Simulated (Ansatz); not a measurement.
## Electronic structure of AsH4Si (charge −1) in real space

```csv
atom,x (Å),y (Å),z (Å)
Si,0.3177,-1.1260,0.5276
As,-0.3261,1.1541,-0.2397
H,0.6923,-0.7412,1.9736
H,-1.1479,-1.4571,0.8892
H,1.0985,1.7157,-0.3859
H,-0.5283,1.9262,1.0799
```

Method: RKS B3LYP-D4/def2-SVPD in Ansatz 0.2.0.

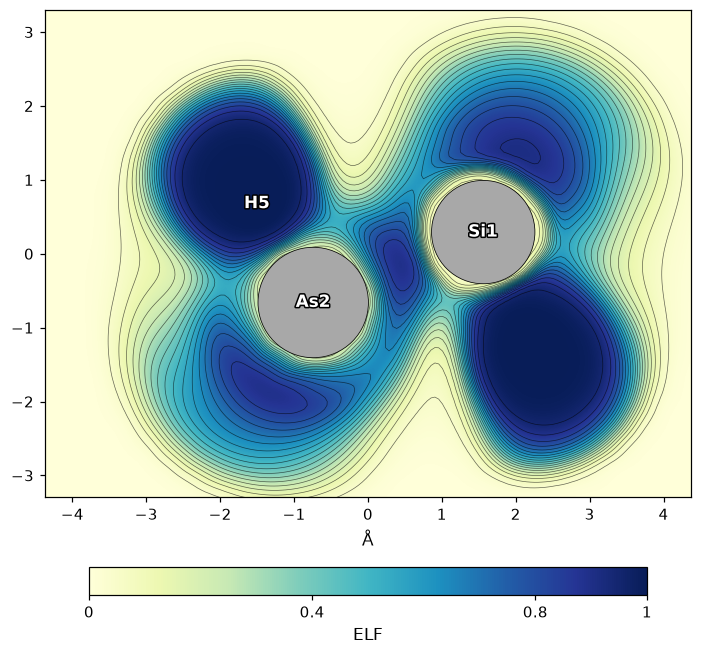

Figure 1. Electron localisation function on the plane of atoms Si1, As2 and H5. Grey discs cover the atomic cores.

Question: Interpret the plot.

Answer:
- The plane passes through Si, As and H nuclei.
- Si–As (2.49 Å): the ELF peaks at about 0.90 between the atoms; localised, covalent bonding.
- As–H (1.54 Å): the ELF climbs to about 1 towards the hydrogen, as it does in any bond to H.
- The ELF also peaks beside As2 and Si1, away from the bonds: lone-pair regions.

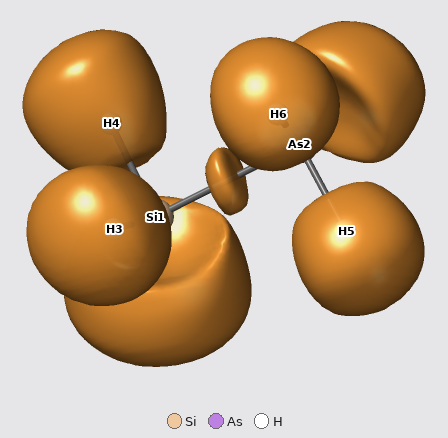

Figure 2. Isosurface of the ELF at 0.8 (orange), seen at a tilt. Only the valence region is drawn (cores and ρ < 0.01 e/Å³ removed).

Question: Identify the bonds, lone pairs and shells in this picture.

Answer: The ELF exceeds this value in one region between bonded As–Si atoms (shared pairs), four regions around hydrogen nuclei, one lobe on As, pointing away from the bonds (lone pairs) and one lobe on Si, pointing away from the bonds (lone pairs).

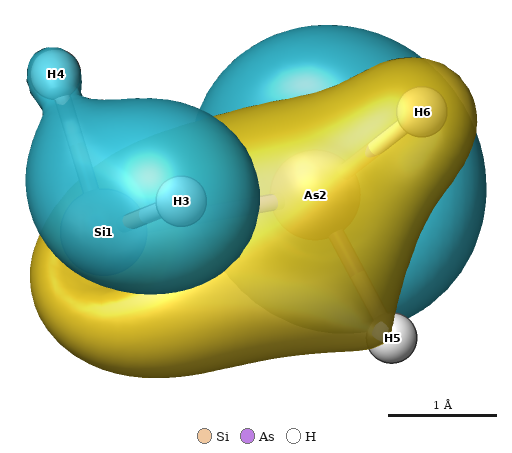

Figure 3. The HOMO−1 at ±0.1 Å⁻³ᐟ² (yellow and cyan are the two phases), seen at a tilt.

Question: Where does this orbital lie, and at what energy?

Answer: By Hirshfeld shares it lies mainly on As2 (about 60 %), Si1 (about 20 %) and H3 (about 10 %). Its energy is −1.58 eV.
